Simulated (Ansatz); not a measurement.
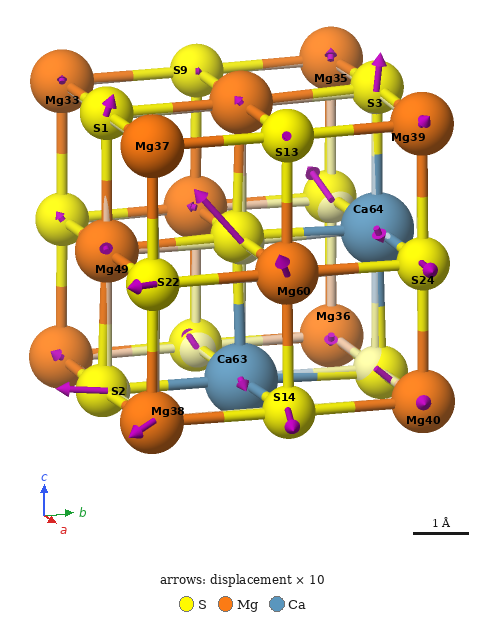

This is a relaxation of crystalline S32Mg30Ca2 (a generated structure, set up in P1). The starting structure is drawn faded, the final one solid; purple arrows show the displacements, 10 times their true length.

A ball-and-stick model of the atoms within 5.0 Å of the atom that moves most (axes of the cell of the calculation), seen slightly off an axis.

Theory: Ansatz 0.2.0, DFT, PBEsol, PAW, plane waves. Settings: plane-wave cutoff 420 eV; k-point mesh 1 × 1 × 1; mesh shifted by (0.25, 0.25, 0.25); no spin polarisation; cell relaxed at fixed shape; force threshold 0.03 eV/Å; at most 80 steps.

Question: Atoms of which element are displaced furthest, and by how much?

Answer: Sulfur: up to 0.14 Å, against 0.07 Å for magnesium.

Question: What did the optimiser do to the structure, and how much energy did it gain?

Answer: After 5 geometry steps the energy has fallen by 13.2 meV per atom. Largest force component: 1.4 eV/Å at the start, 0.0025 eV/Å at the end. Pressure: 0.43 GPa at the start and 0.00 GPa at the end. The atom that moves furthest relative to the cell is an S atom (0.14 Å along [0 −1 1]). By element the largest moves are S 0.14 Å, Mg 0.07 Å, Ca 0.04 Å. Cell: a = b = c 10.418 → 10.428 Å (+0.1 %). Volume +0.3 %. Near-neighbour distances that change, for instance: Ca–S 2.567 → 2.701 Å, Ca–S 2.588 → 2.717 Å, Ca–S 2.616 → 2.717 Å, Ca–S 2.585 → 2.686 Å. Bond angles that change, for instance: Ca–S–Ca 91.8° → 86.8°, Mg–S–Mg 179.7° → 175.3°, Mg–S–Mg 89.4° → 93.4°. The space group (tolerance 0.01 Å) goes from P1 (No. 1) to Cmmm (No. 65).
